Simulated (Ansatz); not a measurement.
# CHF5Si (SMILES F[SiH](F)C(F)(F)F): what the fields show

The calculation's input:

```
crystal:
  periodic: [false, false, false]
  atoms:
    - {symbol: F, position_ang: [1.215745, -0.544560, 1.587039]}
    - {symbol: Si, position_ang: [0.202909, -0.846907, 0.417017]}
    - {symbol: F, position_ang: [0.914743, -1.749043, -0.662632]}
    - {symbol: C, position_ang: [-0.219203, 0.829738, -0.424167]}
    - {symbol: F, position_ang: [0.862413, 1.455900, -0.903564]}
    - {symbol: F, position_ang: [-0.816515, 1.663350, 0.444698]}
    - {symbol: F, position_ang: [-1.069143, 0.649373, -1.449678]}
    - {symbol: H, position_ang: [-0.998849, -1.514949, 0.935486]}
basis:
  gaussian: {orbitals: def2-TZVPP}
hamiltonian: {xc: pbe0, dispersion: d4}
output: {orbitals: {seedname: orbitals}}
```

Run with:

```sh
ansatz run in.yaml --threads 4 --pin off --events-out ev --progress --plain --max-ram 10444MiB
```

Geometry: PBE0-D4/def2-TZVP.

Level of theory: Ansatz, RKS PBE0-D4/def2-TZVPP.

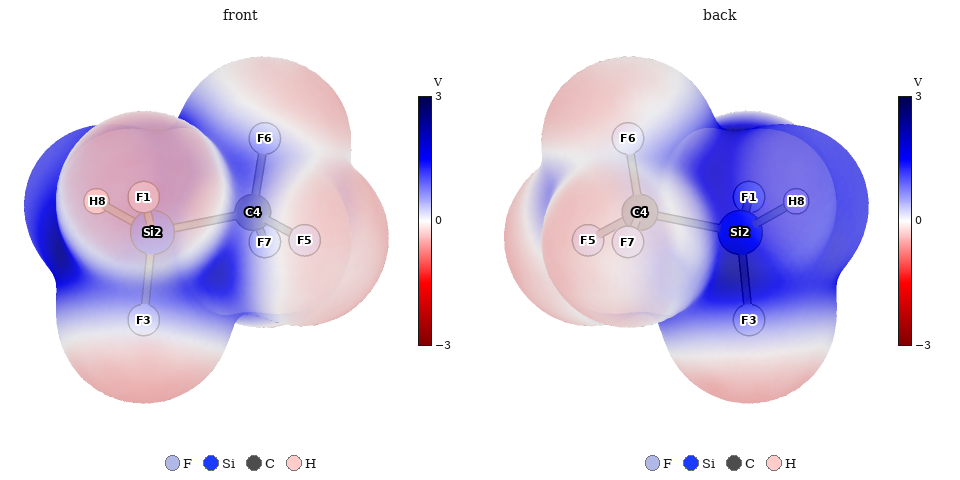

Figure 1. The electrostatic potential painted on the density surface at 0.002 e/bohr³, seen from the front and from behind; the colour scale runs from red (negative) to blue (positive).

> Describe the electrostatic potential map.

The most negative region (about −0.4 V) lies over F1 and F3, the most positive (about +2.2 V) over Si2.

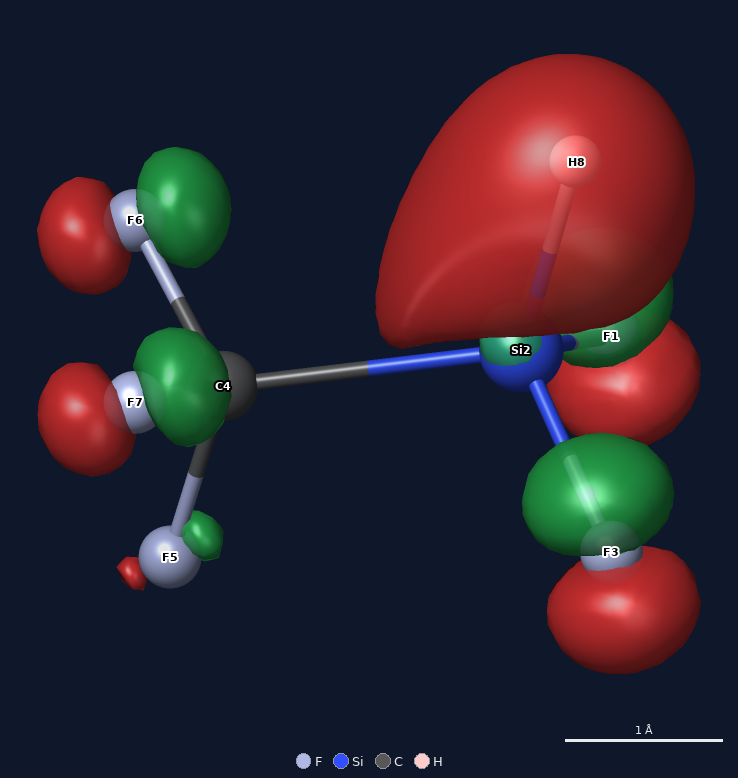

Figure 2. The HOMO−1 at ±0.2 Å⁻³ᐟ² (green and red are the two phases), seen at an oblique angle.

> What is the character of this orbital?

It lies mainly on Si2 (about 25 %), H8 (about 25 %), F1 (about 15 %), F3 (about 15 %), F6 (about 5 %) and F7 (about 5 %). Its energy is −11.97 eV.
